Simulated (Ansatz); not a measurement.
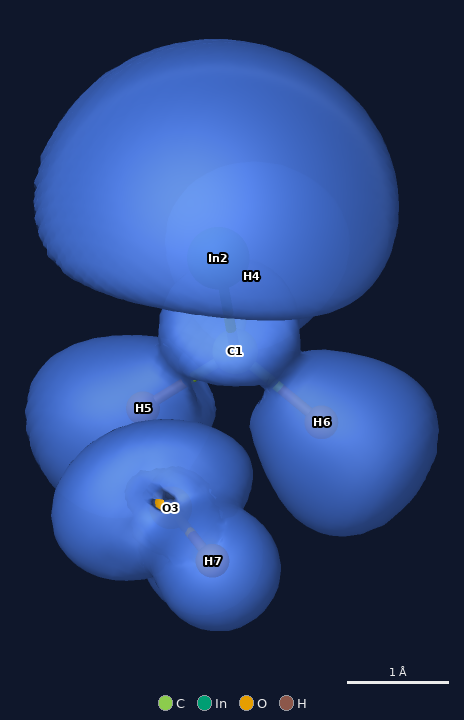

Figure. CH5InO. Isosurface of the ELF at 0.75 (blue), seen at an oblique angle. Only the valence region is drawn (cores and ρ < 0.01 e/Å³ removed).

Geometry: r2SCAN-D4/def2-SVP; core potentials replace the inner electrons of In.

Computed with Ansatz, isolated molecule in a Gaussian basis; Kohn-Sham density functional theory, functional PBE0.

```xyz
8

C    -0.4122    0.5377    0.7994
In   -0.8103   -1.6567    0.2900
O     0.3386   -0.7552   -1.8012
H    -0.8397    0.8440    1.7703
H    -0.8383    1.2167    0.0347
H     0.6756    0.7452    0.8569
H     1.0727   -1.1961   -2.2497
H     0.6915    0.0890   -1.4824
```

### What do the ELF domains correspond to?

The ELF exceeds this value in one lobe on In, pointing away from the bonds (lone pairs), one joined region spread over several atoms (C, H), in which their bonds and any lone pairs are merged and one joined region spread over several atoms (H, O), in which their bonds and any lone pairs are merged.

Values along the shortest contacts:
C–In (2.29 Å): the ELF peaks at about 0.95 in the valence shell of C, 0.7 Å from its nucleus, and drops to about 0.20 between the two atoms. O–H (0.97 Å): the ELF climbs to about 1 towards the hydrogen, as it does in any bond to H: an ordinary covalent bond to hydrogen.
